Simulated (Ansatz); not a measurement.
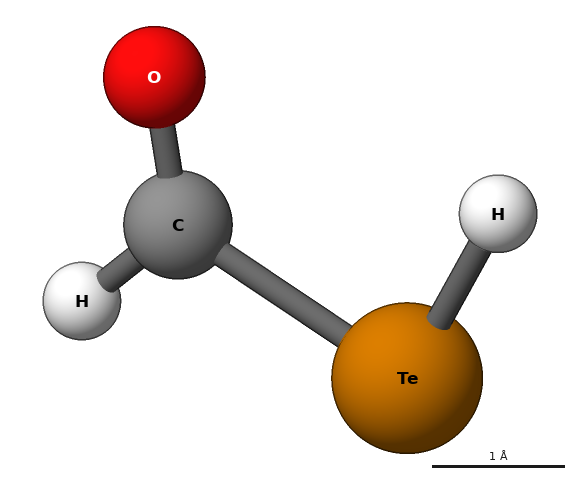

Ball-and-stick drawing of a structure.

What does the picture show?

It has 5 atoms: 1 carbon, 2 hydrogen, 1 oxygen and 1 tellurium (CH₂OTe). This geometry has Cs symmetry. All atoms lie on one plane. Coordination: 1 C trigonal planar; 1 Te bent.

The parts below concern this one geometry. Atoms keep their numbers from picture to picture. The computed structure is the end point of a PBE0-D4/def2-TZVP optimisation. No frequency run is at hand to confirm it as a minimum.

### Dipole moment

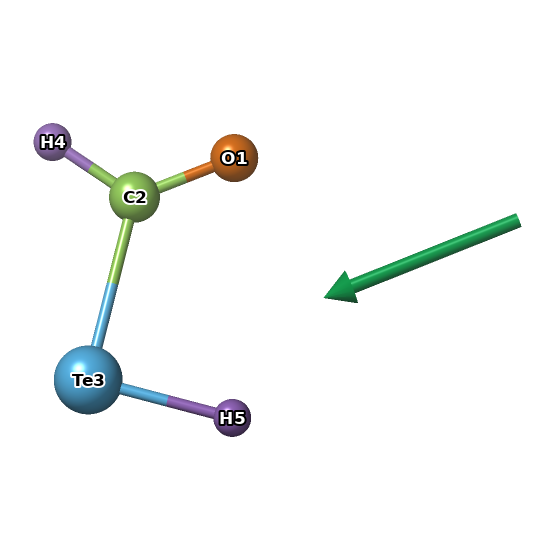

The arrow beside the molecule shows the direction of the dipole moment, from the negative to the positive end (its length means nothing). No frequency run is at hand to confirm it as a minimum. Level of theory: RKS PBE0-D4/def2-TZVP, core potentials on Te (Ansatz 0.2.0).

Question: Estimate the dipole moment.

Answer: 1.80 D; it points from the side of O1 to the side of Te3 (the outermost atoms at the two ends).

### Electronic properties

No frequency run is at hand to confirm it as a minimum. Method: RKS PBE0-D4/def2-TZVPP, core potentials on Te (Ansatz 0.2.0).

Question: Give the HOMO energy (Kohn–Sham orbital) at this level.

Answer: −6.95 eV.

Question: Give the LUMO energy (Kohn–Sham orbital) at this level.

Answer: −1.26 eV.

### Charges

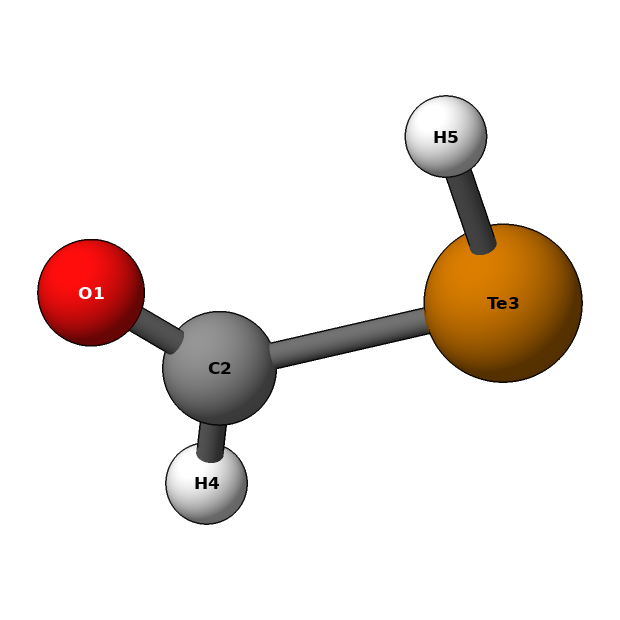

The questions are on Mulliken charges. No frequency run is at hand to confirm it as a minimum. Properties computed with RKS PBE0-D4/def2-TZVP, core potentials on Te (Ansatz 0.2.0).

List the Mulliken charges.

```tsv
atom	value (e)
O1	−0.22
C2	0.04
Te3	−0.02
H4	0.11
H5	0.08
```

Mulliken values depend strongly on the basis set and can even reverse the polarity of a bond.
